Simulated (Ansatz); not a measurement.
In doubt: masses and optical values from hybrid runs of this build are listed as unsure (in some of the runs), which bears on the screening that GW takes from such a start.

Two G0W0 runs on Na3MoO4Cl (P4/nmm).

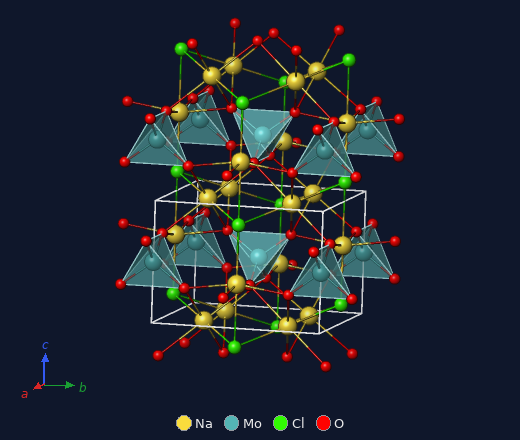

The structure (sodium yellow, molybdenum teal, chlorine green, oxygen red). 1×1×2 cells are drawn. Some periodic images of atoms are drawn too.

```
Na Mo Cl O
1.0
     7.49420    0.00000    0.00000
     0.00000    7.49420    0.00000
     0.00000    0.00000    5.34090
Na Mo Cl O
6 2 2 8
Direct
  0.75000 0.75000 0.00000
  0.75000 0.25000 0.00000
  0.25000 0.25000 0.00000
  0.25000 0.75000 0.00000
  0.50000 0.00000 0.63891
  0.00000 0.50000 0.36109
  0.00000 0.00000 0.50000
  0.50000 0.50000 0.50000
  0.50000 0.00000 0.15543
  0.00000 0.50000 0.84457
  0.81027 0.00000 0.70049
  0.50000 0.31027 0.70049
  0.18973 0.00000 0.70049
  0.50000 0.68973 0.70049
  0.31027 0.50000 0.29951
  0.00000 0.18973 0.29951
  0.68973 0.50000 0.29951
  0.00000 0.81027 0.29951
```

Geometry: measured cell, ions relaxed with PBE. The runs that relaxed it are not among those shown.

The first (Ansatz 0.2.0; start PBE, 2×2×4 mesh, 1009 empty bands, screening to 130 eV, PAW set soft_1 files; 1 × NVIDIA H100 80GB HBM3 (shared by 6 runs) with 2 threads of AMD EPYC 7R13 (Zen 3), shared host) gave, on its mesh: starting gap 4.31 eV, G0W0 gap 7.08 eV, RPA ε∞ (mean) 2.52, 54 s.

The second gave: starting gap 5.80 eV, G0W0 gap 7.64 eV, RPA ε∞ (mean) 2.27, 3.1 min.

Question: What was changed in the input? Choose among start, files, mesh, bands and cutoff, frequency model or another key.

Changed: start from PBE to HSE06. A jump of this size in the start, with ε∞ moving the other way, marks another functional. Other changes could give like numbers; this is the one that was made.

Limits: not at the basis limit; no spin-orbit coupling; coarse k mesh.

[Paths, hosts, dates, memory and timing lines, banners, echoed tables and standing remarks are left out of the program output.]

[Logs are printed without paths, hosts, clocks, repeated set-up lines and the standing remarks that a program may print on its own settings, such as how far it seeks lower states.]

[Runs of the session that timed out or met a known fault of the program may be left out.]

[Cells called generated may have been cut or substituted from an entry of the Crystallography Open Database or the Materials Project.]

[Hosts, paths, dates, database ids (printed as entryN), source tags and the programs' standing remarks are cut or masked in the printed files.]
